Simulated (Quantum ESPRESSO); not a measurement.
# TePb (Fm-3m): from the cell to the phonon bands, part 2 of 3

How does TePb (Fm-3m) vibrate, and is this structure a minimum?

Quantum ESPRESSO 7.5; DFT LDA, scalar-relativistic, plane waves, GBRV ultrasoft pseudopotentials.

So far. Step 2 (A first look): A gap of 0.62 eV opens on this mesh, so the crystal is taken as an insulator; the start stands at -1.8 GPa. Step 4 (Ground state): The cell stands at 0.02 GPa, close enough for phonons. The relaxed cell has a = 6.373 Å (conventional setting).

## (5) Linear response on the mesh

Linear response treats each wavevector in the unit cell, with no supercell; the 4×4×4 mesh fixes the range of the force constants to be had.

ph.in reads:

```
phonons
 &inputph
    prefix='x',
    outdir='./tmp',
    fildyn='x.dyn',
    tr2_ph=1.0d-18,
    epsil=.true.,
    ldisp=.true.,
    nq1=4,
    nq2=4,
    nq3=4,
 /
```

Launch:

```bash
$ OMP_NUM_THREADS=1 mpirun -n 4 ph.x -nk 4 -in ph.in > ph.out
```

Numbers of over 12 decimals in the logs are rounded to 6 here.

Output:

```text
[banners, grids, parts of the stress and lines that vanish by symmetry left out]
[banner, memory and clock lines left out]
Program PHONON v.7.5

[...]
Exchange-correlation= PZ
                           (   1   1   0   0   0   0   0)
[...]
(   8 q-points):
[...]
kinetic-energy cut-off    =      40.0000  Ry
     charge density cut-off    =     240.0000  Ry
     convergence threshold     =      1.0E-18
[...]
Exchange-correlation= PZ
                           (   1   1   0   0   0   0   0)
[...]
q = (   0.0000000   0.0000000   0.0000000 )
     49 Sym.Ops. (with q -> -q+G )
     G cutoff =  881.7809  (  27317 G-vectors)     FFT grid: ( 45, 45, 45)
     G cutoff =  587.8540  (  15009 G-vectors)  smooth grid: ( 36, 36, 36)
     number of k points=    29
[...]
Mode symmetry, O_h (m-3m)  point group:
[...]
Dielectric constant
[...]
End of electric fields calculation
          Dielectric constant in cartesian axis
          (      36.660461232      -0.000000000      -0.000000000 )
          (      -0.000000000      36.660461232      -0.000000000 )
          (      -0.000000000       0.000000000      36.660461232 )
          Effective charges (d Force / dE) in cartesian axis without acoustic sum rule applied (asr)
           atom    1  Te    Mean Z*:       -5.99890
      Ex  (       -5.99890       -0.00000       -0.00000 )
      Ey  (       -0.00000       -5.99890        0.00000 )
      Ez  (       -0.00000        0.00000       -5.99890 )
           atom    2  Pb    Mean Z*:        5.92956
      Ex  (        5.92956       -0.00000       -0.00000 )
      Ey  (       -0.00000        5.92956        0.00000 )
      Ez  (       -0.00000        0.00000        5.92956 )
          Effective charges Sum: Mean:       -0.06933
[...]
Effective charges (d Force / dE) in cartesian axis with asr applied:
           atom    1  Te    Mean Z*:       -5.96423
[...]
atom    2  Pb    Mean Z*:        5.96423
[...]
Representation #   1 modes #   1   2   3
[...]
End of self-consistent calculation
     Convergence has been achieved
     Representation #   2 modes #   4   5   6
[...]
End of self-consistent calculation
     Convergence has been achieved
[...]
Dielectric constant in cartesian axis
          (      36.660461232      -0.000000000      -0.000000000 )
          (      -0.000000000      36.660461232      -0.000000000 )
          (      -0.000000000       0.000000000      36.660461232 )
          Effective charges (d Force / dE) in cartesian axis without acoustic sum rule applied (asr)
           atom    1  Te    Mean Z*:       -5.99890
      Ex  (       -5.99890       -0.00000       -0.00000 )
      Ey  (       -0.00000       -5.99890        0.00000 )
      Ez  (       -0.00000        0.00000       -5.99890 )
           atom    2  Pb    Mean Z*:        5.92956
      Ex  (        5.92956       -0.00000       -0.00000 )
      Ey  (       -0.00000        5.92956        0.00000 )
      Ez  (       -0.00000        0.00000        5.92956 )
          Effective charges Sum: Mean:       -0.06933
[...]
Effective charges (d Force / dE) in cartesian axis with asr applied:
           atom    1  Te    Mean Z*:       -5.96423
[...]
atom    2  Pb    Mean Z*:        5.96423
[...]
Effective charges (d P / du) in cartesian axis
[...]
q = (    0.000000000   0.000000000   0.000000000 )
[...]
freq (    1) =      -0.142324 [THz] =      -4.747425 [cm-1]
     freq (    2) =      -0.142324 [THz] =      -4.747425 [cm-1]
     freq (    3) =      -0.142324 [THz] =      -4.747425 [cm-1]
     freq (    4) =       1.278918 [THz] =      42.660104 [cm-1]
     freq (    5) =       1.278918 [THz] =      42.660104 [cm-1]
     freq (    6) =       1.278918 [THz] =      42.660104 [cm-1]
[...]
Mode symmetry, O_h (m-3m)  point group:
     freq (   1-   3) =         -4.7  [cm-1]   --> T_1u G_15  G_4- I
     freq (   4-   6) =         42.7  [cm-1]   --> T_1u G_15  G_4- I
[...]
Mode symmetry, C_3v (3m)   point group:
[...]
Representation #   1 mode #   1
[...]
End of self-consistent calculation
     Convergence has been achieved
     Representation #   2 mode #   2
[...]
End of self-consistent calculation
     Convergence has been achieved
     Representation #   3 modes #   3   4
[...]
Convergence has been achieved
     Representation #   4 modes #   5   6
[...]
Convergence has been achieved
[...]
q = (   -0.250000000   0.250000000  -0.250000000 )
[...]
freq (    1) =       1.212778 [THz] =      40.453930 [cm-1]
     freq (    2) =       1.212778 [THz] =      40.453930 [cm-1]
     freq (    3) =       1.730549 [THz] =      57.724886 [cm-1]
     freq (    4) =       2.798599 [THz] =      93.351231 [cm-1]
     freq (    5) =       2.798599 [THz] =      93.351231 [cm-1]
     freq (    6) =       3.630267 [THz] =     121.092658 [cm-1]
[...]
Mode symmetry, C_3v (3m)   point group:
     freq (   1-   2) =         40.5  [cm-1]   --> E    L_3
     freq (   3-   3) =         57.7  [cm-1]   --> A_1  L_1
     freq (   4-   5) =         93.4  [cm-1]   --> E    L_3
     freq (   6-   6) =        121.1  [cm-1]   --> A_1  L_1
[...]
Mode symmetry, D_3d (-3m)  point group:
[...]
Representation #   1 mode #   1
[...]
Convergence has been achieved
     Representation #   2 modes #   2   3
[...]
Convergence has been achieved
     Representation #   3 mode #   4
[...]
Convergence has been achieved
     Representation #   4 modes #   5   6
[...]
Convergence has been achieved
[...]
q = (    0.500000000  -0.500000000   0.500000000 )
[...]
freq (    1) =       1.801265 [THz] =      60.083728 [cm-1]
     freq (    2) =       1.801265 [THz] =      60.083728 [cm-1]
[...]
Mode symmetry, D_3d (-3m)  point group:
     freq (   1-   2) =         60.1  [cm-1]   --> E_u  L_3'
     freq (   3-   3) =         92.9  [cm-1]   --> A_2u L_2'
     freq (   4-   5) =        100.7  [cm-1]   --> E_g  L_3
     freq (   6-   6) =        109.7  [cm-1]   --> A_1g L_1
[...]
Mode symmetry, C_4v (4mm)  point group:
[...]
Convergence has been achieved
[...]
Convergence has been achieved
[...]
Convergence has been achieved
[...]
Convergence has been achieved
[...]
q = (    0.000000000   0.500000000   0.000000000 )
[...]
Mode symmetry, C_4v (4mm)  point group:
     freq (   1-   2) =         22.3  [cm-1]   --> E    G_5 D_5
     freq (   3-   4) =         71.6  [cm-1]   --> E    G_5 D_5
     freq (   5-   5) =         73.3  [cm-1]   --> A_1  G_1 D_1
     freq (   6-   6) =        102.6  [cm-1]   --> A_1  G_1 D_1
[...]
Mode symmetry, C_s (m)     point group:
[...]
q = (    0.750000000  -0.250000000   0.750000000 )
[...]
Mode symmetry, C_s (m)     point group:
     freq (   1-   1) =         43.7  [cm-1]   --> A''
     freq (   2-   2) =         46.0  [cm-1]   --> A'
     freq (   3-   3) =         60.5  [cm-1]   --> A'
     freq (   4-   4) =         91.0  [cm-1]   --> A''
     freq (   5-   5) =         96.4  [cm-1]   --> A'
     freq (   6-   6) =        104.5  [cm-1]   --> A'
[...]
Mode symmetry, C_2v (mm2)  point group:
[...]
q = (    0.500000000   0.000000000   0.500000000 )
[...]
Mode symmetry, C_2v (mm2)  point group:
     freq (   1-   1) =         31.6  [cm-1]   --> B_2  D_4  S_4
     freq (   2-   2) =         57.0  [cm-1]   --> B_1  D_3  S_3
     freq (   3-   3) =         80.5  [cm-1]   --> B_2  D_4  S_4
     freq (   4-   4) =         82.8  [cm-1]   --> A_1  D_1  S_1
     freq (   5-   5) =         97.7  [cm-1]   --> B_1  D_3  S_3
     freq (   6-   6) =        106.4  [cm-1]   --> A_1  D_1  S_1
[...]
Mode symmetry, D_4h(4/mmm) point group:
[...]
Convergence has been achieved
[...]
Convergence has been achieved
[...]
Convergence has been achieved
[...]
Convergence has been achieved
[...]
q = (    0.000000000  -1.000000000   0.000000000 )
[...]
freq (    5) =       2.320180 [THz] =      77.392878 [cm-1]
     freq (    6) =       2.533082 [THz] =      84.494506 [cm-1]
[...]
Mode symmetry, D_4h(4/mmm) point group:
     freq (   1-   2) =         24.1  [cm-1]   --> E_u  X_5' M_5'
     freq (   3-   3) =         32.6  [cm-1]   --> A_2u X_4' M_4'
     freq (   4-   5) =         77.4  [cm-1]   --> E_u  X_5' M_5'
     freq (   6-   6) =         84.5  [cm-1]   --> A_2u X_4' M_4'
[...]
Mode symmetry, D_2d (-42m) point group:
[...]
Representation #   1 mode #   1
[...]
Convergence has been achieved
     Representation #   2 mode #   2
[...]
Convergence has been achieved
     Representation #   3 modes #   3   4
[...]
End of self-consistent calculation
     Convergence has been achieved
     Representation #   4 modes #   5   6
[...]
End of self-consistent calculation
     Convergence has been achieved
[...]
q = (   -0.500000000  -1.000000000   0.000000000 )
[...]
freq (    1) =       1.002797 [THz] =      33.449705 [cm-1]
     freq (    2) =       1.002797 [THz] =      33.449705 [cm-1]
     freq (    3) =       2.046161 [THz] =      68.252593 [cm-1]
     freq (    4) =       2.506460 [THz] =      83.606509 [cm-1]
     freq (    5) =       2.506460 [THz] =      83.606509 [cm-1]
     freq (    6) =       3.018876 [THz] =     100.698854 [cm-1]
[...]
Mode symmetry, D_2d (-42m) point group:
     freq (   1-   2) =         33.4  [cm-1]   --> E    X_5  W_3
     freq (   3-   3) =         68.3  [cm-1]   --> B_2  X_3  W_2
     freq (   4-   5) =         83.6  [cm-1]   --> E    X_5  W_3
     freq (   6-   6) =        100.7  [cm-1]   --> A_1  X_1  W_1
```

Run time: 49 min. Hardware: 4 MPI ranks of Arm Neoverse V1, shared host; 3.3 h of CPU time.

Read from the output:

- miss of the charge sum rule: 0.06934 e
- largest acoustic frequency at the zone centre before the sum rule: -4.75 cm⁻¹
- highest optical zone-centre mode (no LO-TO term): 42.66 cm⁻¹
- lowest optical zone-centre mode: 42.66 cm⁻¹
- mean high-frequency dielectric constant: 36.66
- largest Born charge in size (third of the trace): 5.999 e
- lowest mode on the q mesh (acoustic ones at the zone centre apart): 22.32 cm⁻¹

Frequencies (cm⁻¹) at each irreducible wavevector; negative means imaginary. Frequencies by wavevector:

| q (fractions) | star | mode 1 | mode 2 | mode 3 | mode 4 | mode 5 | mode 6 |
| --- | --- | --- | --- | --- | --- | --- | --- |
| 0 0 0 | 1 | -4.75 | -4.75 | -4.75 | 42.66 | 42.66 | 42.66 |
| 0 0 0.25 | 8 | 40.45 | 40.45 | 57.72 | 93.35 | 93.35 | 121.1 |
| 0 0 -0.5 | 4 | 60.08 | 60.08 | 92.91 | 100.7 | 100.7 | 109.7 |
| 0 0.25 0.25 | 6 | 22.32 | 22.32 | 71.57 | 71.57 | 73.27 | 102.6 |
| 0 0.25 -0.5 | 24 | 43.68 | 45.97 | 60.55 | 91.01 | 96.42 | 104.5 |
| 0 0.25 -0.25 | 12 | 31.63 | 57 | 80.5 | 82.79 | 97.72 | 106.4 |
| 0 -0.5 -0.5 | 3 | 24.09 | 24.09 | 32.55 | 77.39 | 77.39 | 84.49 |
| 0.25 -0.5 -0.25 | 6 | 33.45 | 33.45 | 68.25 | 83.61 | 83.61 | 100.7 |

Born charge (rows field, columns displacement), before the sum rule (e), principal values of the symmetric part by kind of site:

| atom | atoms with these values | low | middle | high | mean |
| --- | --- | --- | --- | --- | --- |
| Te1 | 1 | -6.00 | -6.00 | -6.00 | -6.00 |
| Pb2 | 1 | 5.93 | 5.93 | 5.93 | 5.93 |

In full for Pb2:

```
5.93 0.00 0.00
0.00 5.93 0.00
0.00 0.00 5.93
```

High-frequency dielectric tensor:

```
36.66  0.00  0.00
 0.00 36.66  0.00
 0.00  0.00 36.66
```

The acoustic modes at Γ come out as far as 4.8 cm⁻¹ from zero, where they should vanish, a small numerical error; the Born charges miss their sum rule by 0.069 e, too much: mesh or cutoff is short for the field response.

## (6) Force constants in real space

The dynamical matrices of the mesh are Fourier-transformed to force constants in real space, after the long-range dipole part is taken out.

q2r.in reads:

```
 &input
    fildyn='x.dyn',
    zasr='crystal',
    flfrc='x.fc',
 /
```

Launch:

```bash
$ q2r.x < q2r.in > q2r.out
```

Output:

```text
[banners, grids, parts of the stress and lines that vanish by symmetry left out]
[banner, memory and clock lines left out]
Program Q2R v.7.5

  reading grid info from file x.dyn0

  reading force constants from file x.dyn1
 macroscopic fields = T
  36.66046  -0.00000  -0.00000
  -0.00000  36.66046   0.00000
[...]
na=            1
[...]
na=            2
[...]
-0.00000   5.92956   0.00000
  -0.00000   0.00000   5.92956
  Norm of the difference between old and new effective charges:    0.084917
  alpha Ewald:    3.674087
  nqs=            1
 q=   0.00000000  0.00000000  0.00000000
  reading force constants from file x.dyn2
  alpha Ewald:    3.674087
  nqs=            8
 q=  -0.25000000  0.25000000 -0.25000000
[...]
reading force constants from file x.dyn7
  alpha Ewald:    3.674087
  nqs=            3
[...]
reading force constants from file x.dyn8
  alpha Ewald:    3.674087
  nqs=            6
[...]
q=  -1.00000000 -0.50000000  0.00000000
 q=   0.00000000 -0.50000000 -1.00000000

      q-space grid ok, #points =   64

      fft-check success (sum of imaginary terms < 10^-12)
```

Run time: 0.46 s. Hardware: 1 thread.

## (7) Dispersion

From the force constants any wavevector is cheap; points of the mesh come back as solved, but for the sum rule and, in polar crystals, the LO-TO term at Γ; the rest is interpolation.

matdyn.in reads:

```
 &input
    asr='crystal',
    flfrc='x.fc',
    flfrq='x.freq',
    flvec='x.modes',
    q_in_band_form=.true.,
    q_in_cryst_coord=.true.,
 /
8
  0.0000000   0.0000000   0.0000000  12  ! GAMMA
 -0.0000000   0.5000000   0.5000000  12  ! X
 -0.0000000   0.6250000   0.3750000   1  ! U
 -0.3750000   0.3750000   0.0000000  12  ! K
  0.0000000   0.0000000   0.0000000  12  ! GAMMA
  0.0000000   0.5000000  -0.0000000  12  ! L
 -0.2500000   0.5000000   0.2500000  12  ! W
 -0.0000000   0.5000000   0.5000000   1  ! X
```

Launch:

```bash
$ matdyn.x -in matdyn.in > matdyn.out
```

Output:

```text
[banner, memory and clock lines left out]
Program MATDYN v.7.5

 mass for atomic type   1 not given; uses mass from file x.fc
 mass for atomic type   2 not given; uses mass from file x.fc
 Norm of the difference between old and new effective charges:    4.2326e-16

 Norm of the difference between old and new force-constants:   6.93919e-05
```

Run time: 0.47 s. Hardware: 1 thread.

Numbers from this step:

- lowest frequency on the path: 0 cm⁻¹

Matdyn.x, sum rule crystal. Phonon branches along the path, in cm⁻¹:

| point | branch 1 | branch 2 | branch 3 | branch 4 | branch 5 | branch 6 |
| --- | --- | --- | --- | --- | --- | --- |
| Γ | 0 | 0 | 0 | 43 | 43 | 106 |
| X | 24 | 24 | 33 | 77 | 77 | 84 |
| U | 39 | 40 | 54 | 83 | 91 | 104 |
| jump to K | 39 | 40 | 54 | 83 | 91 | 104 |
| Γ | 0 | 0 | 0 | 43 | 43 | 106 |
| L | 60 | 60 | 93 | 101 | 101 | 110 |
| W | 33 | 33 | 68 | 84 | 84 | 101 |
| X | 24 | 24 | 33 | 77 | 77 | 84 |

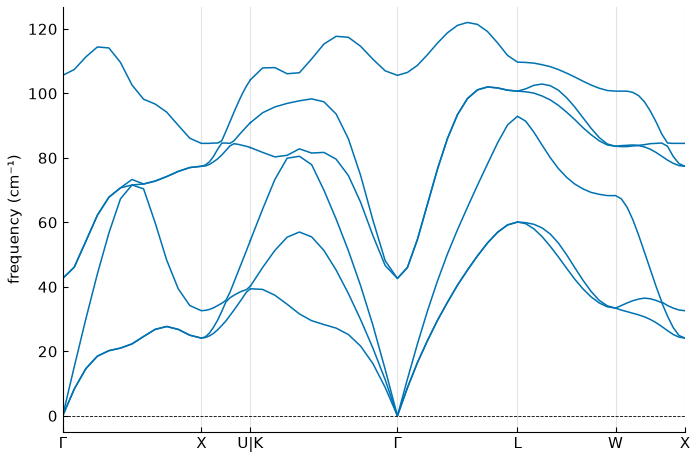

Phonon branches along the path.

All branches are real along the path.

## (8) Sums over the zone

Sums over the zone need many more wavevectors than were solved, so the interpolation is sampled on a dense mesh.

matdyn.in reads:

```
 &input
    asr='crystal',
    flfrc='x.fc',
    dos=.true.,
    fldos='x.dos',
    nk1=12,
    nk2=12,
    nk3=12,
    deltaE=0.3,
 /
```

Launch:

```bash
$ matdyn.x -in matdyn.in > matdyn.out
```

Output:

```text
[banner, memory and clock lines left out]
Program MATDYN v.7.5

 mass for atomic type   1 not given; uses mass from file x.fc
 mass for atomic type   2 not given; uses mass from file x.fc
 Norm of the difference between old and new effective charges:    4.2326e-16

 Norm of the difference between old and new force-constants:   6.93919e-05
```

Elapsed: 2.2 s, on 1 thread.

Numbers from this step:

| Item | Value |
| --- | --- |
| share of modes beyond 3i cm⁻¹ on the dense interpolated mesh | 0 |
| zero-point energy per atom | 13.37 meV |
| heat capacity at 300 K | 24.66 J/(mol atoms K) |
| vibrational entropy at 300 K | 53.73 J/(mol atoms K) |

The phonon density of states has structure finer than the step of the table below, so its rows give means over 10 cm⁻¹, whole bins alone (the curve runs from 0 to 121 cm⁻¹). Peaks (cm⁻¹: height): total 37.8: 0.109, 84.0: 0.129, 99.0: 0.133, 106.8: 0.0823; Pb 37.8: 0.0898, 69.6: 0.0419, 84.0: 0.0324; Te 37.2: 0.0198, 84.0: 0.0962, 99.0: 0.114, 106.8: 0.0736.

Tetrahedra. Table of phonon density of states by wavenumber; means over each step; values in 1/cm⁻¹/cell:

| wavenumber (cm⁻¹) | total | Pb | Te |
| --- | --- | --- | --- |
| 10 | 2.9e-4 | 2.0e-4 | 9.1e-5 |
| 20 | 0.00618 | 0.00463 | 0.00155 |
| 30 | 0.0517 | 0.0408 | 0.0110 |
| 40 | 0.0851 | 0.0706 | 0.0145 |
| 50 | 0.0595 | 0.0521 | 0.00740 |
| 60 | 0.0371 | 0.0301 | 0.00699 |
| 70 | 0.0479 | 0.0330 | 0.0149 |
| 80 | 0.0718 | 0.0258 | 0.0460 |
| 90 | 0.0857 | 0.0189 | 0.0668 |
| 100 | 0.0944 | 0.0136 | 0.0808 |
| 110 | 0.0492 | 0.00713 | 0.0421 |

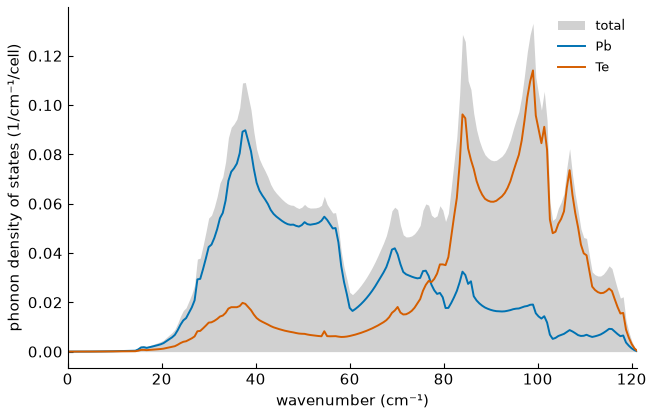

Phonon density of states against wavenumber.

Harmonic thermodynamic functions per atom, summed over the density of states scaled to three modes an atom; melting is ignored. Thermodynamic functions:

| T (K) | F_vib (meV/atom) | S (J/mol-atom/K) | C_V (J/mol-atom/K) |
| --- | --- | --- | --- |
| 0 | 13.37 | 0 | 0 |
| 50 | 10.8 | 13.23 | 17.46 |
| 100 | 0.01 | 27.39 | 22.62 |
| 200 | -37.75 | 43.78 | 24.32 |
| 300 | -88.62 | 53.73 | 24.66 |
| 400 | -148.2 | 60.84 | 24.79 |
| 500 | -214.2 | 66.38 | 24.84 |
| 600 | -285.4 | 70.91 | 24.87 |
| 700 | -360.9 | 74.75 | 24.89 |
| 800 | -440.2 | 78.07 | 24.9 |
| 900 | -522.6 | 81 | 24.91 |
| 1000 | -608 | 83.63 | 24.92 |

At 300 K the heat capacity has reached 99 % of the Dulong-Petit value.

## (9) Modes with the sum rule

A rigid shift of the crystal must cost nothing, but grids and finite bases break this; the acoustic sum rule is imposed before the matrix is diagonalised again. With Born charges the intensities follow, and the static dielectric tensor.

dynmat.in reads:

```
 &input
    fildyn='x.dyn1',
    asr='simple',
    fileig='dynmat.eig',
    lperm=.true.,
 /
```

Launch:

```bash
$ dynmat.x -in dynmat.in > dynmat.out
```

Output:

```text
[banner, memory and clock lines left out]
Program DYNMAT v.7.5

     Reading Dynamical Matrix from file x.dyn1
     ...Force constants read
     ...epsilon and Z* read
     A direction for q was not specified:TO-LO splitting will be absent

     Polarizability (A^3 units)
     multiply by 0.077599 for Clausius-Mossotti correction
       183.647199   -0.000000   -0.000000
        -0.000000  183.647199    0.000000
        -0.000000   -0.000000  183.647199

     IR activities are in (D/A)^2/amu units

# mode   [cm-1]    [THz]      IR
    1      0.00    0.0000    0.0000
    2      0.00    0.0000    0.0000
    3      0.00    0.0000    0.0000
    4     42.91    1.2863   10.3926
    5     42.91    1.2863   10.3926
    6     42.91    1.2863   10.3926

Electronic dielectric permittivity tensor (relative, adimensional)
        36.660461   -0.000000   -0.000000
        -0.000000   36.660461    0.000000
        -0.000000   -0.000000   36.660461

 ... with zone-center polar mode contributions
       222.702144   -0.000000    0.000000
        -0.000000  222.702144    0.000000
         0.000000    0.000000  222.702144
```

The job ended after 0.45 s (1 thread).

Numbers from this step:

```
highest optical zone-centre mode (no LO-TO term) : 42.91 cm⁻¹
lowest optical zone-centre mode                  : 42.91 cm⁻¹
mean static dielectric constant                  : 222.7
```

Unit eigenvectors of the mass-weighted matrix after the sum rule; no LO-TO term. Modes at Γ, with each element's share of the kinetic energy:

| mode | frequency (cm⁻¹) | symmetry | Te % | Pb % |
| --- | --- | --- | --- | --- |
| 1 | 0.0 | acoustic | 38 | 62 |
| 2 | 0.0 | acoustic | 38 | 62 |
| 3 | 0.0 | acoustic | 38 | 62 |
| 4 | 42.9 | T1u | 62 | 38 |
| 5 | 42.9 | T1u | 62 | 38 |
| 6 | 42.9 | T1u | 62 | 38 |

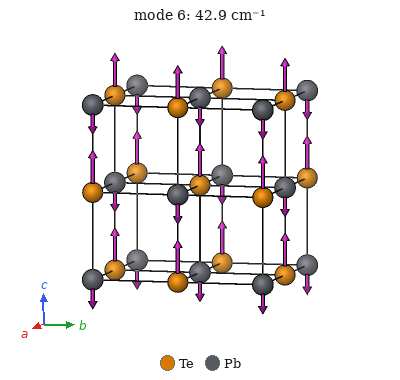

Displacement patterns of mode 6 at Γ; arrows are exaggerated. Some periodic images of atoms are drawn too.

Degenerate modes summed, no LO-TO term. Lines of the infrared spectrum (strongest = 100):

| position (cm⁻¹) | lines merged | label | IR intensity, relative |
| --- | --- | --- | --- |
| 43 | 3 | T1u | 100 |

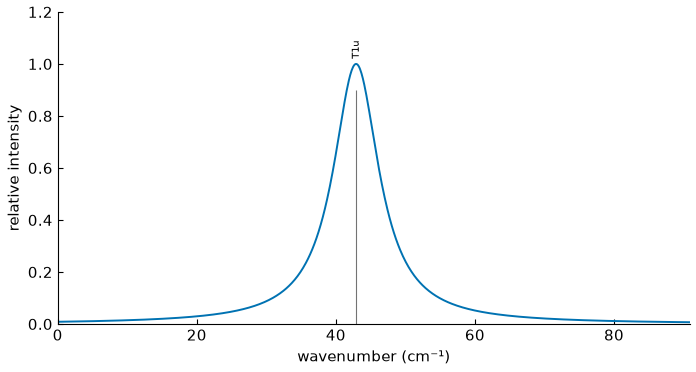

The infrared spectrum, broadened with Lorentzians of width 8 cm⁻¹; bars mark the lines.

Static dielectric tensor (ions relaxed, fixed cell):

```
222.7   0.0   0.0
  0.0 222.7   0.0
  0.0   0.0 222.7
```

The rule moves no optical mode by more than 0.3 cm⁻¹.

(Continued in part 3 of 3.)

[Host names and launcher messages were left out of these logs when they were recorded.]

[Logs are printed without paths, hosts, clocks, repeated set-up lines and the standing remarks that a program may print on its own settings, such as how far it seeks lower states.]

[Hosts, paths, dates, database ids (printed as entryN), source tags and the programs' standing remarks are cut or masked in the printed files.]
